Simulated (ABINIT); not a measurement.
# How slowly RPA converges: InF3 (R-3c)

How does the RPA correlation energy of InF3 (R-3c) approach its basis limit?

Main program and level: ABINIT 10.8.3; LDA and many-body steps on it, plane waves.

## Step 1: The structure

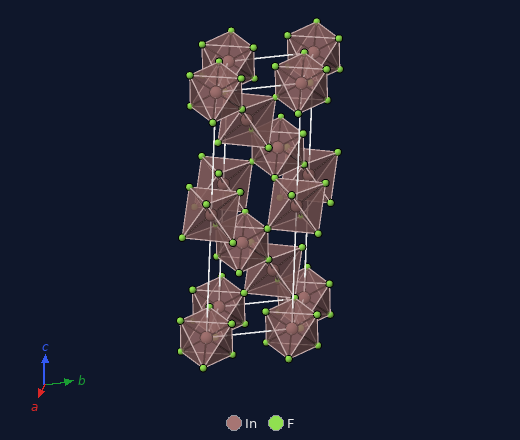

The cell as given, slightly off an axis (indium brown, fluorine green). This picture shows the conventional cell, with its axes. Some periodic images of atoms are drawn too.

The cell and positions are those that the Materials Project relaxed with its own functionals (PBE, PBE+U or r2SCAN), kept fixed.

## Step 2: Empty states on the mesh, 2×2×2 mesh, 413 bands

This step: ABINIT 10.8.3; DFT, LDA, plane waves, norm-conserving pseudopotentials.

The sums over transitions need many empty states on a uniform mesh; this step solves for them.

Input file run.abi:

```
acell 3*1.0 Angstrom
rprim 
  2.602141182914 1.502346912402 4.907506134507
  -2.602141182914 1.502346912402 4.907506134507
  0.000000000000 -3.004693824873 4.907506134486
ntypat 2
znucl 49 9
natom 8
typat 1 1 2 2 2 2 2 2
xred 
  0.500000000000 0.500000000000 0.500000000000
  -0.000000000000 0.000000000000 0.000000000000
  0.395709220000 0.750000000000 0.104290780000
  0.750000000000 0.104290780000 0.395709220000
  0.895709220000 0.604290780000 0.250000000000
  0.250000000000 0.895709220000 0.604290780000
  0.604290780000 0.250000000000 0.895709220000
  0.104290780000 0.395709220000 0.750000000000
pp_dirpath "pseudos"
pseudos "In.upf, F.upf"
ecut 36
ngkpt 2 2 2
nshiftk 1
shiftk 0 0 0
kptopt 1
chksymbreak 0
iscf -2
irdden 1
istwfk *1
nband 413
nbdbuf 36
tolwfr 1e-09
nstep 60
prtvol 0
indata_prefix "in"
outdata_prefix "out"
tmpdata_prefix "tmp"
```

Launch:

```console
$ OMP_NUM_THREADS=1 mpirun -n 4 abinit run.abi > log
```

Numbers of over 12 decimals in the logs are rounded to 6 here.

Output:

```text
.Version 10.8.3 of ABINIT. v10.8.2 released Aug 2026.

 Symmetries : space group R-3 c (#167); Bravais hR (rhombohedral)
[... echo of the input left out ...]
== DATASET  1 ==================================================================
-   mpi_nproc: 4, omp_nthreads: 1 (-1 if OMP is not activated)

--- !DatasetInfo
iteration_state: {dtset: 1, }
dimensions: {natom: 8, nkpt: 4, mband: 413, nsppol: 1, nspinor: 1, nspden: 1, mpw: 8026, }
cutoff_energies: {ecut:  36.0, pawecutdg:  -1.0, }
electrons: {nelect:   6.80000000E+01, charge:   0.00000000E+00, occopt:   1.00000000E+00, tsmear:   1.00000000E-02, }

 Real(R)+Recip(G) space primitive vectors, cartesian coordinates (Bohr,Bohr^-1):
 R(1)=  4.9173342  2.8390242  9.2738426  G(1)=  0.1016811  0.0587056  0.0359434
 R(2)= -4.9173342  2.8390242  9.2738426  G(2)= -0.1016811  0.0587056  0.0359434
 R(3)=  0.0000000 -5.6780484  9.2738426  G(3)=  0.0000000 -0.1174112  0.0359434
 Unit cell volume ucvol=  7.7680102E+02 bohr^3
 Angles (23,13,12)=  5.37710328E+01  5.37710328E+01  5.37710328E+01 degrees

 getcut: wavevector=  0.0000  0.0000  0.0000  ngfft=  60  60  60
         ecut(hartree)=     36.000   => boxcut(ratio)=   2.04307

--- Pseudopotential description ------------------------------------------------
- In Generated using ONCVPSP code by D. R. Hamann
- 49.00000  13.00000  180309                  znucl, zion, pspdat
12 -1012 2 -1 1894                            pspcod,pspxc,lmax,lloc,mmax
     nproj     2     2     2
  pspatm : epsatm=   25.24256259
         --- l  ekb(1:nproj) -->
             0    8.133624    1.226031
             1    5.976255    1.015318
             2   -4.092403   -1.250253
 pspatm: atomic psp has been read  and splines computed

- F Generated using ONCVPSP code by D. R. Hamann
-  9.00000   7.00000  201202                  znucl, zion, pspdat
12 -1012 2 -1 824                             pspcod,pspxc,lmax,lloc,mmax
     nproj     2     2     1
  pspatm : epsatm=    4.94580260
         --- l  ekb(1:nproj) -->
[...]
2   -2.364936
 pspatm: atomic psp has been read  and splines computed

--------------------------------------------------------------------------------

================================================================================
 prteigrs : about to open file out_EIG
 Non-SCF case, kpt    1 (  0.00000  0.00000  0.00000), residuals and eigenvalues=
  2.39E-11  2.40E-11  3.09E-11  2.65E-11  4.62E-11  9.73E-10  5.79E-10  7.24E-10
  2.81E-10  4.03E-10  3.67E-10  3.87E-10  4.43E-10  3.86E-10  4.00E-10  3.32E-10
  2.68E-11  5.03E-11  3.92E-11  3.56E-11  7.32E-10  3.56E-11  4.96E-11  5.25E-11
[...]
6.33E-05  3.71E-04  1.57E-04  6.42E-04  1.18E-03
 -7.8533E-01 -7.6815E-01 -7.6815E-01 -7.6370E-01 -7.5993E-01 -7.5993E-01
 -4.5445E-01 -4.5445E-01 -4.3668E-01 -4.3668E-01 -4.3601E-01 -4.3066E-01
 -4.3021E-01 -4.3021E-01 -4.0981E-01 -4.0981E-01 -2.4379E-01 -1.6802E-01
[...]
4.4089E+00  4.4089E+00  4.4118E+00  4.4159E+00  4.4159E+00  4.4262E+00
  4.4262E+00  4.4430E+00  4.4501E+00  4.4504E+00  4.4504E+00  4.4628E+00
  4.4712E+00  4.4723E+00  4.4930E+00  4.4980E+00  4.5041E+00
 prteigrs : prtvol=0 or 1, do not print more k-points.

--- !ResultsGS
iteration_state: {dtset: 1, }
comment   : Summary of ground state results
lattice_vectors:
- [  4.9173342,   2.8390242,   9.2738426, ]
- [ -4.9173342,   2.8390242,   9.2738426, ]
- [  0.0000000,  -5.6780484,   9.2738426, ]
lattice_lengths: [  10.87402,   10.87402,   10.87402, ]
lattice_angles: [ 53.771,  53.771,  53.771, ] # degrees, (23, 13, 12)
lattice_volume:   7.7680102E+02
convergence: {deltae:  0.000E+00, res2:  0.000E+00, residm:  9.972E-10, diffor:  0.000E+00, }
etotal    :  -2.80168680E+02
entropy   :   0.00000000E+00
fermie    :  -5.27797923E-02
cartesian_stress_tensor: null
pressure_GPa: null
xred      :
- [  5.0000E-01,   5.0000E-01,   5.0000E-01, In]
- [  0.0000E+00,   0.0000E+00,   0.0000E+00, In]
- [  3.9571E-01,   7.5000E-01,   1.0429E-01,  F]
- [  7.5000E-01,   1.0429E-01,   3.9571E-01,  F]
- [  8.9571E-01,   6.0429E-01,   2.5000E-01,  F]
- [  2.5000E-01,   8.9571E-01,   6.0429E-01,  F]
- [  6.0429E-01,   2.5000E-01,   8.9571E-01,  F]
- [  1.0429E-01,   3.9571E-01,   7.5000E-01,  F]
cartesian_forces: null
force_length_stats: {min: null, max: null, mean: null, }

 Integrated electronic density in atomic spheres:
 ------------------------------------------------
 Atom  Sphere_radius  Integrated_density
[...]
================================================================================

 ----iterations are completed or convergence reached----

 Mean square residual over all n,k,spin=   32.459E-11; max=  99.717E-11
 reduced coordinates (array xred) for    8 atoms
[...]
0.604290780000      0.250000000000      0.895709220000
       0.104290780000      0.395709220000      0.750000000000

 cartesian coordinates (angstrom) at end:
    1      0.000000    -3.45e-11     7.361259
    2      0.000000     0.000000     0.000000
    3     -0.921915     1.407891     6.134383
[...]
7      0.921915    -1.407891     8.588136
    8     -0.758312    -1.502347     6.134383
 length scales=  1.889726125908  1.889726125908  1.889726125908 bohr
              =  1.000000000000  1.000000000000  1.000000000000 angstroms
 prteigrs : about to open file out_EIG
 Eigenvalues (hartree) for nkpt=   4  k points:
 kpt#   1, nband=413, wtk=  0.12500, kpt=  0.0000  0.0000  0.0000 (reduced coord)
[...]
4.36419    4.37013    4.37980    4.37980    4.40888    4.40888    4.41181    4.41592
   4.41592    4.42620    4.42621    4.44302    4.45009    4.45044    4.45045    4.46278
   4.47120    4.47226    4.49303    4.49803    4.50413
 prteigrs : prtvol=0 or 1, do not print more k-points.

== END DATASET(S) ==============================================================
================================================================================

 -outvars: echo values of variables after computation  --------
            nband         413
             nkpt           4
          spgroup         167
 [... the other variables as echoed above ...]

 Calculation completed.
```

Wall time 3.3 min (4 MPI ranks of Arm Neoverse V2, shared host); peak memory 0.64 GiB; 13 min of CPU time.

Numbers from this step:

* gap: 3.997 eV
* k of the valence top: 0.5, 0.5, 0
* k of the conduction bottom: 0, 0, 0
* least direct gap: 4.029 eV
* k points computed: 4
* lowest point of the top converged band, above the valence top: 116.0288 eV

On this mesh the gap is 3.997 eV.

The density comes from a self-consistent run that is not shown.

## Step 3: RPA energy: 2×2×2 mesh, 90 bands, screening to 43.5 eV

The RPA dielectric matrix is built and inverted for each q.

This step: RPA screening on LDA, plane waves, norm-conserving pseudopotentials.

run.abi, as its differences from that of step 2:

```diff
@@ -26,10 +26,15 @@
 chksymbreak 0
-iscf -2
-irdden 1
 istwfk *1
-nband 413
-nbdbuf 36
-tolwfr 1e-09
-nstep 60
-prtvol 0
+occopt 1
+irdwfk 1
+optdriver 3
+nband 90
+ecuteps 1.6
+inclvkb 2
+awtr 1
+symchi 1
+gwcalctyp 1
+nfreqre 0
+nfreqim 8
+gwrpacorr 1
 indata_prefix "in"
```

Output:

```text
.Version 10.8.3 of ABINIT. v10.8.2 released Aug 2026.

 Symmetries : space group R-3 c (#167); Bravais hR (rhombohedral)
[... echo of the input left out ...]
== DATASET  1 ==================================================================
-   mpi_nproc: 4, omp_nthreads: 1 (-1 if OMP is not activated)

--- !DatasetInfo
iteration_state: {dtset: 1, }
dimensions: {natom: 8, nkpt: 4, mband: 90, nsppol: 1, nspinor: 1, nspden: 1, mpw: 8026, }
cutoff_energies: {ecut:  36.0, pawecutdg:  -1.0, }
electrons: {nelect:   6.80000000E+01, charge:   0.00000000E+00, occopt:   1.00000000E+00, tsmear:   1.00000000E-02, }

 SCREENING: Calculation of the susceptibility and dielectric matrices

 Based on a program developped by R.W. Godby, V. Olevano, G. Onida, and L. Reining.
 Incorporated in ABINIT by V. Olevano, G.-M. Rignanese, and M. Torrent.
.Using double precision arithmetic ; gwpc =  8

[... cell and pseudopotentials left out ...]
--------------------------------------------------------------------------------

 ==== K-mesh for the wavefunctions ====
 Number of points in the irreducible wedge :     4
[... list of points left out ...]
 Together with 12 symmetry operations and time-reversal symmetry
 yields     8 points in the full Brillouin Zone.

 ==== Q-mesh for the screening function ====
 Number of points in the irreducible wedge :     4
[... list of points left out ...]
 Together with 12 symmetry operations and time-reversal symmetry
 yields     8 points in the full Brillouin Zone.

 setmesh: FFT mesh size selected  =    36x   36x   36
          total number of points  =        46656

 vcoul_init : cutoff-mode = AUXILIARY_FUNCTION
 q-points for optical limit:   1
     1)      0.000010    0.000020    0.000030

- screening: taking advantage of time-reversal symmetry
- Maximum band index for partially occupied states nbvw = 34
- Remaining bands to be divided among processors   nbcw = 56
- Number of bands treated by each node ~14

 Number of electrons calculated from density =   68.0000; Expected =   68.0000
 average of density, n =  0.087539
 r_s =    1.3971
 omega_plasma =   28.5401 [eV]

 calculating chi0 at frequencies [eV] :
  1    0.000000E+00    0.000000E+00
  2    0.000000E+00    1.343289E+03
  3    0.000000E+00    2.404413E+02
[...]
8    0.000000E+00    3.079585E+00
  9    0.000000E+00    5.512287E-01

--------------------------------------------------------------------------------
  q-point number  1        q = ( 0.000000, 0.000000, 0.000000) [r.l.u.]
--------------------------------------------------------------------------------
[... chi0 elements left out ...]
  [... further frequencies ...]

 For q-point:  0.000010 0.000020 0.000030
  dielectric constant =   2.4488
  dielectric constant without local fields =   2.5253

  Average fulfillment of the sum rule on Im[epsilon] for q-point    1 :     31.71  [%]
[... wings left out ...]
  q-point number  2        q = ( 0.500000, 0.000000, 0.000000) [r.l.u.]
--------------------------------------------------------------------------------
[... chi0 elements left out ...]
  [... further frequencies ...]

  Average fulfillment of the sum rule on Im[epsilon] for q-point    2 :     37.83  [%]

 [... 2 further q-points ...]
```

Elapsed: 18 s, on 4 MPI ranks; peak memory 1.2 GiB; 73 s of CPU time.

Numbers from this step:

- ε∞ with local fields, on this mesh, along the program's q direction: 2.449
- the same without local fields: 2.525
- plasma frequency: 28.54 eV
- plane waves in the screening matrix: 71
- RPA correlation energy: -13.46 eV

Local fields lower ε∞ by 3 %. On a Γ-centred mesh this coarse the value itself is usually too large, while a short band sum pulls it down.

## Step 4: RPA energy: 2×2×2 mesh, 155 bands, screening to 70.7 eV

run.abi, as its differences from that of step 3:

```diff
@@ -30,4 +30,4 @@
 optdriver 3
-nband 90
-ecuteps 1.6
+nband 155
+ecuteps 2.6
 inclvkb 2
```

Output:

```text
.Version 10.8.3 of ABINIT. v10.8.2 released Aug 2026.

 Symmetries : space group R-3 c (#167); Bravais hR (rhombohedral)
[... echo of the input left out ...]
== DATASET  1 ==================================================================
-   mpi_nproc: 4, omp_nthreads: 1 (-1 if OMP is not activated)

--- !DatasetInfo
iteration_state: {dtset: 1, }
dimensions: {natom: 8, nkpt: 4, mband: 155, nsppol: 1, nspinor: 1, nspden: 1, mpw: 8026, }
cutoff_energies: {ecut:  36.0, pawecutdg:  -1.0, }
electrons: {nelect:   6.80000000E+01, charge:   0.00000000E+00, occopt:   1.00000000E+00, tsmear:   1.00000000E-02, }

 SCREENING: Calculation of the susceptibility and dielectric matrices

 Based on a program developped by R.W. Godby, V. Olevano, G. Onida, and L. Reining.
 Incorporated in ABINIT by V. Olevano, G.-M. Rignanese, and M. Torrent.
.Using double precision arithmetic ; gwpc =  8

[... cell and pseudopotentials left out ...]
--------------------------------------------------------------------------------

 ==== K-mesh for the wavefunctions ====
 Number of points in the irreducible wedge :     4
[...]
- Number of bands treated by each node ~30

 Number of electrons calculated from density =   68.0000; Expected =   68.0000
 average of density, n =  0.087539
 r_s =    1.3971
 omega_plasma =   28.5401 [eV]

 calculating chi0 at frequencies [eV] :
  1    0.000000E+00    0.000000E+00
  2    0.000000E+00    1.343289E+03
  3    0.000000E+00    2.404413E+02
[...]
8    0.000000E+00    3.079585E+00
  9    0.000000E+00    5.512287E-01

--------------------------------------------------------------------------------
  q-point number  1        q = ( 0.000000, 0.000000, 0.000000) [r.l.u.]
--------------------------------------------------------------------------------
[... chi0 elements left out ...]
  [... further frequencies ...]

 For q-point:  0.000010 0.000020 0.000030
  dielectric constant =   2.4896
  dielectric constant without local fields =   2.6136

  Average fulfillment of the sum rule on Im[epsilon] for q-point    1 :     53.95  [%]
[... wings left out ...]
  q-point number  2        q = ( 0.500000, 0.000000, 0.000000) [r.l.u.]
--------------------------------------------------------------------------------
[... chi0 elements left out ...]
  [... further frequencies ...]

  Average fulfillment of the sum rule on Im[epsilon] for q-point    2 :     60.97  [%]

 [... 2 further q-points ...]
```

Wall time 44 s (4 MPI ranks); peak memory 1.7 GiB.

This step gave:

| Quantity | Value |
| --- | --- |
| ε∞ with local fields, on this mesh, along the program's q direction | 2.490 |
| the same without local fields | 2.614 |
| plasma frequency | 28.54 eV |
| plane waves in the screening matrix | 157 |
| RPA correlation energy | -29.60 eV |

(Part 1 of 2 ends here.)

[Paths, hosts, dates, memory and timing lines, banners, echoed tables and standing remarks are left out of the program output.]

[Logs are printed without paths, hosts, clocks, repeated set-up lines and the standing remarks that a program may print on its own settings, such as how far it seeks lower states.]

[Runs of the session that timed out or met a known fault of the program may be left out.]

[Hosts, paths, dates, database ids (printed as entryN), source tags and the programs' standing remarks are cut or masked in the printed files.]

[G0W0 gaps are taken among the corrected bands and points alone; a level outside them can change the order at an edge.]

[Where Ansatz stands beside ABINIT at settings called matched, ABINIT's density can come from a denser mesh and the files from another edition; pairs whose starting gaps differed by over 0.03 eV were left out, so agreement reads better than it is.]
